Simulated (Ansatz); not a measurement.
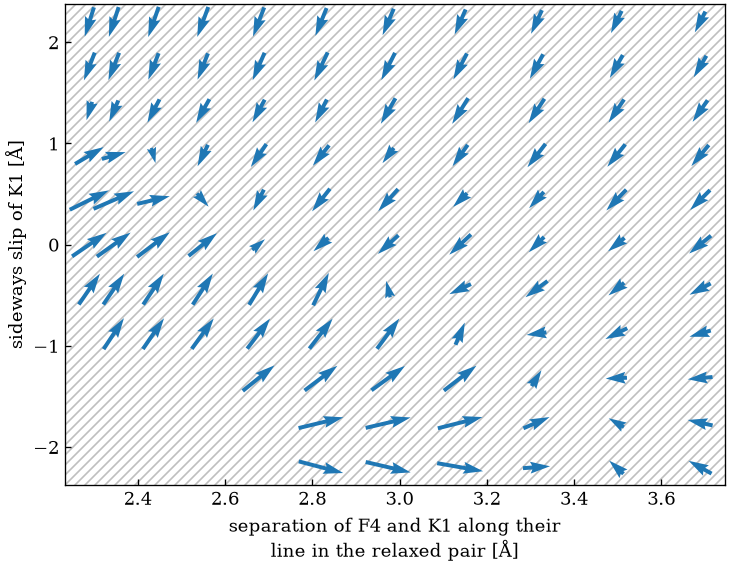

CH2F2K, charge +1. The first coordinate is: separation of F4 and K1 along their line in the relaxed pair; the second: sideways slip of K1. Nothing is relaxed (both partners rigid). The scan uses an 11 × 11 grid. At 15 points there is no value (left out of the scan, as a rule where atoms come close). Points are written as (first, second). The calculation used RKS CAM-B3LYP-D4/def2-SVPD in Ansatz 0.2.0.

In the figure: arrows along the force (downhill), their lengths compressed, hatched blanks where no value was computed.

The arrows alone are given. Where is the energy lowest?

The arrows converge at about (2.704 Å, 0.06 Å) (read from the interpolated surface).

The energy map of the same scan:

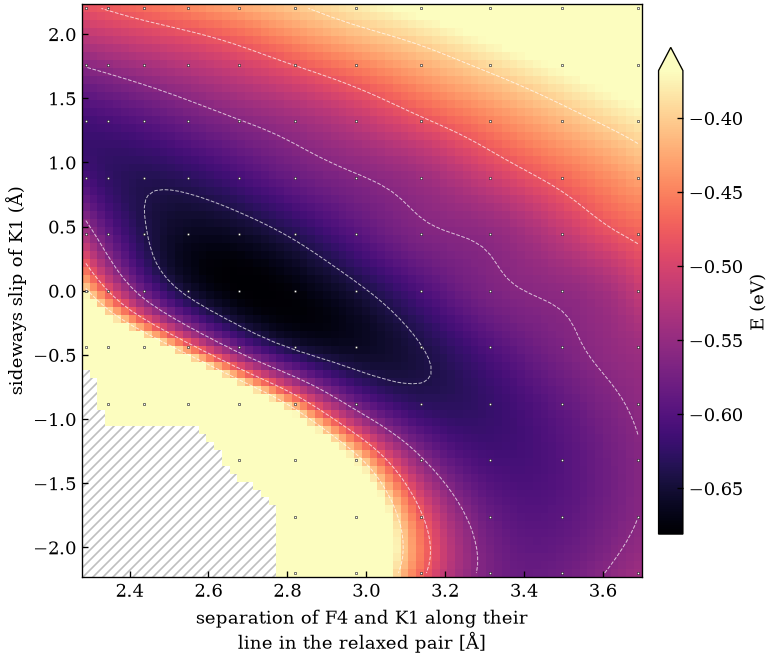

Energies are in eV, from the ion and the molecule far apart, frozen as in the relaxed pair, each in its own basis (no counterpoise correction); between grid points the surface is interpolated.
